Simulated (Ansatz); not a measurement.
Input file:

```
crystal:
  lattice:
    - [0.0, 3.13301, 3.13301]
    - [3.13301, 0.0, 3.13301]
    - [3.13301, 3.13301, 0.0]
  atoms:
    - { symbol: Sb, position: [0.5, 0.5, 0.5] }
    - { symbol: W, position: [0.25, 0.25, 0.25] }
    - { symbol: W, position: [0.75, 0.75, 0.75] }
hamiltonian:
  xc: r2scan
  pseudopotentials: { kind: paw_fr }
magnetization:
  noncollinear: true
  spin_orbit: true
kpoints:
  mp_grid: { grid: [5, 5, 5] }
  band_path:
    path:
      - [[0.0, 0.0, 0.0], [0.5, 0.0, 0.5], [0.5, 0.25, 0.75], [0.375, 0.375, 0.75], [0.0, 0.0, 0.0], [0.5, 0.5, 0.5], [0.625, 0.25, 0.625], [0.5, 0.25, 0.75], [0.5, 0.5, 0.5], [0.375, 0.375, 0.75]]
      - [[0.625, 0.25, 0.625], [0.5, 0.0, 0.5]]
    npoints: 14
scf:
  occupations: { method: fermi_dirac, width: 0.05 }
  n_extra_bands: 7
output:
  forces: true
  stress: true
  eigenvalues: true
  fatbands: true
  write_density: true
  write_potential: true
  elf: true
  volumetric_format: npy
```

Command:

```sh
ansatz run input.yaml --threads 2 --pin off --max-ram 5632MiB --backend cpu --events-out ev --progress --plain --runs-dir out
```

Below, planes, directions and counts refer to the conventional cell (a = 6.27 Å, b = 6.27 Å, c = 6.27 Å, α = 90.00°, β = 90.00°, γ = 90.00°).

Space group Fm-3m; a generated structure, not necessarily the stable one; computed pressure about −3 GPa in this cell.

Computed with Kohn-Sham DFT of a periodic cell, r2SCAN, spin-orbit coupling, Ansatz PAW in Ansatz.

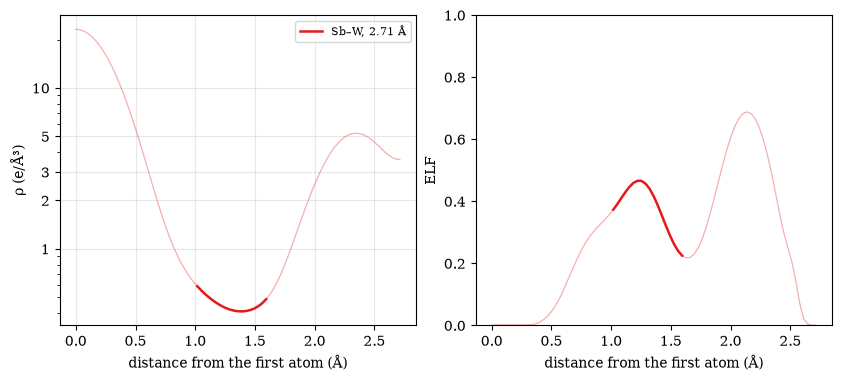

SbW₂. Valence pseudo-density and electron localisation function along straight lines between neighbouring atoms. Thin, pale parts lie inside the atomic spheres.

Core electrons are frozen (PAW), and the valence fields are smoothed inside the atomic spheres.

**What can be read from the curves?**

Sb–W (2.71 Å): ρ at the midpoint is about 0.41 e/Å³; the ELF is about 0.40 at the midpoint.
